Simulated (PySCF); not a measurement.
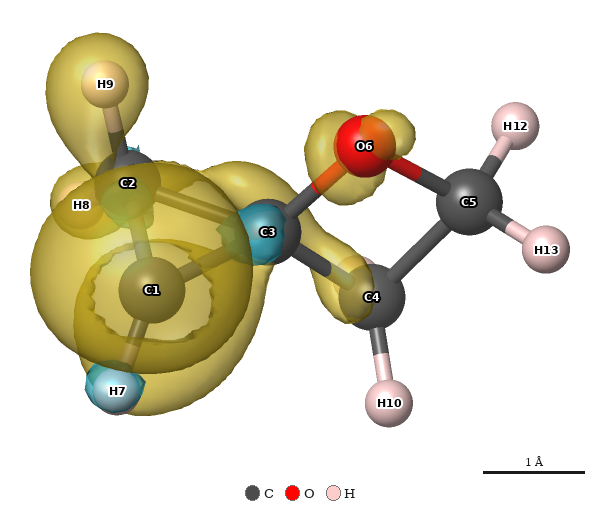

The picture shows: C5H7O (SMILES [CH]1C[C@]12CCO2) (doublet). Isosurfaces of the spin density at +0.02 (yellow) and −0.02 e/Å³ (cyan), seen across its widest extent.

Geometry: GFN2-xTB.

These are results of UKS B3LYP, pcH-1 on C H O, non-relativistic, mean-field spin-orbit, GIAO (PySCF), not measurements.

```yaml
atoms:
  - { symbol: C, position_ang: [1.4208, 1.0828, -0.2976] }
  - { symbol: C, position_ang: [1.7208, -0.1612, 0.4222] }
  - { symbol: C, position_ang: [0.2946, 0.2740, 0.1253] }
  - { symbol: C, position_ang: [-0.7798, -0.4137, -0.7091] }
  - { symbol: C, position_ang: [-1.7004, -0.0436, 0.4561] }
  - { symbol: O, position_ang: [-0.6259, 0.5746, 1.1681] }
  - { symbol: H, position_ang: [1.7182, 1.4028, -1.2740] }
  - { symbol: H, position_ang: [2.1773, -1.0002, -0.0941] }
  - { symbol: H, position_ang: [2.0013, -0.0925, 1.4647] }
  - { symbol: H, position_ang: [-1.0056, 0.0665, -1.6585] }
  - { symbol: H, position_ang: [-0.6177, -1.4792, -0.8585] }
  - { symbol: H, position_ang: [-2.1183, -0.8852, 1.0146] }
  - { symbol: H, position_ang: [-2.4897, 0.6753, 0.2231] }
```

Which atoms carry the spin?

The unpaired spin (1 electron) lies mostly on C1 (about 0.7), in electrons by Hirshfeld's partition.
